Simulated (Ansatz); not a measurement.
**BCl3 (SMILES ClB(Cl)Cl): BLYP/STO-3G**

Aim: the energy change on altering one bond length of BCl3 at BLYP/STO-3G, from 2 runs. 

The calculation is run with Ansatz 0.2.0.

37 further runs of the same task are left out: 4 that didn't finish, 33 set aside as unsound or not needed.

## Step 1: Starting point

The species is BCl3 (4 atoms), meant as a singlet with charge 0. SMILES: `ClB(Cl)Cl`. Geometry: relaxed at PBE0-D4/def2-TZVP.

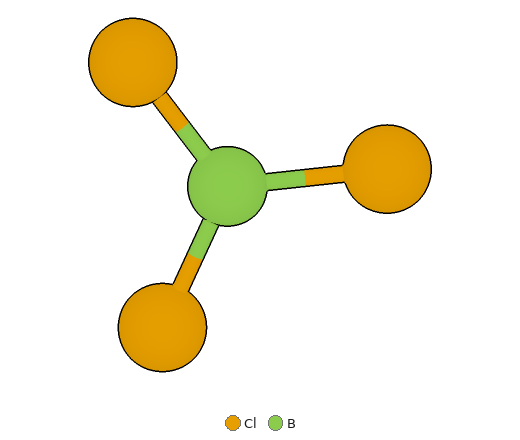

Viewed from a chosen angle; chlorine amber, boron green.

## Step 2: The energy at BLYP/STO-3G

in.yaml

```yaml
crystal:
  periodic: [false, false, false]
  atoms:
    - {symbol: Cl, position_ang: [-0.257920, 0.516440, 1.638340]}
    - {symbol: B, position_ang: [-0.000000, 0.000000, -0.000010]}
    - {symbol: Cl, position_ang: [0.942010, -1.423060, -0.324000]}
    - {symbol: Cl, position_ang: [-0.684100, 0.906610, -1.314320]}
basis:
  gaussian: {orbitals: STO-3G}
magnetization: {spin_polarized: false, initial_magnetization: 0}
hamiltonian: {xc: {name: BLYP}}
accuracy: high
```

Started as:

```
$ ansatz run in.yaml --threads 1 --pin off --max-ram 3480MiB --events-out events.jsonl --progress --plain --runs-dir runs
```

Output:

```text
Warning: RAYON_NUM_THREADS=1 ignored (pool sized by the plan → 1); use --threads N
Functional definition: BLYP
  name "BLYP"
  parameter beta = 0.0042
  parameter a = 0.04918
  parameter b = 0.132
  parameter c = 0.2533
  parameter d = 0.349
  exchange = b88_x(beta = beta)
  correlation = lyp_c(a = a, b = b, c = c, d = d)
603 factors; integrals over basis functions are off by at most 2.2e-8 eV
mean field evaluation 1: about -37822.2191 eV, gradient 2.8e1 eV
mean field evaluation 2: about -37814.1639 eV, gradient 5.9e1 eV
mean field evaluation 4: about -37825.2366 eV, gradient 1.3e-1 eV
mean field evaluation 8: about -37825.2082 eV, gradient 1.0e-3 eV
mean field -37825.20815123 eV, -1390.0507607108 hartree, gradient 1.0e-8 eV, S^2 0.000000; 0 other end points of the search recorded, 0 dependent functions left out
reference -37825.20818946 eV, -1390.0507621157 hartree; 28, 28 occupied and 4, 4 virtual orbitals, 603 factors
Total energy: -37825.20818946 eV, -1390.0507621157 hartree
```

Wall time 1.5 s (1 thread of Arm Neoverse V2, shared host); peak memory 0.11 GiB.

## Step 3: The distorted shape at the same level

molecule.yaml

```yaml
crystal:
  periodic: [false, false, false]
  atoms:
    - symbol: Cl
      position_ang: [-0.086900, 0.289795, 1.966907]
    - symbol: B
      position_ang: [0.171020, -0.226645, 0.328557]
    - symbol: Cl
      position_ang: [1.113030, -1.649705, 0.004567]
    - symbol: Cl
      position_ang: [-0.684100, 0.906610, -1.314320]
basis:
  gaussian: {orbitals: STO-3G}
hamiltonian: {xc: {name: BLYP}}
accuracy: high
```

Started as:

```
$ ansatz run molecule.yaml --threads 1 --pin off --max-ram 3480MiB --events-out events.jsonl --progress --plain --runs-dir runs
```

Output (excerpt; [...] marks lines left out):

```text
Warning: RAYON_NUM_THREADS=1 ignored (pool sized by the plan → 1); use --threads N
[... 9 set-up lines as earlier in the session ...]
592 factors; integrals over basis functions are off by at most 1.7e-8 eV
mean field evaluation 1: about -37820.0070 eV, gradient 3.1e1 eV
mean field evaluation 2: about -37763.1329 eV, gradient 1.1e2 eV
mean field evaluation 4: about -37824.2327 eV, gradient 2.7e0 eV
mean field evaluation 8: about -37824.2348 eV, gradient 2.2e-2 eV
mean field evaluation 16: about -37824.2348 eV, gradient 4.3e-8 eV
mean field -37824.23477931 eV, -1390.0149899526 hartree, gradient 9.7e-9 eV, S^2 0.000000; 0 other end points of the search recorded, 0 dependent functions left out
reference -37824.23481878 eV, -1390.0149914029 hartree; 28, 28 occupied and 4, 4 virtual orbitals, 592 factors
Total energy: -37824.23481878 eV, -1390.0149914029 hartree
```

Run time: 1.5 s. Hardware: 1 thread of Arm Neoverse V2, shared host; peak memory 0.11 GiB.

## Step 4: Results

Level: BLYP/STO-3G.

```
                                                          quantity           value
                                         first shape: total energy  -1390.05076 Eh
                                     distorted shape: total energy  -1390.01499 Eh
energy change with the B2–Cl4 bond stretched from 1.737 to 2.171 Å        0.973 eV
```

What this shows: With the B2–Cl4 bond stretched from 1.737 to 2.171 Å the energy rises by 0.97 eV (22.4 kcal/mol). The first shape isn't relaxed at this level, so the change isn't measured from a minimum. The minimal basis adds a large error of its own.
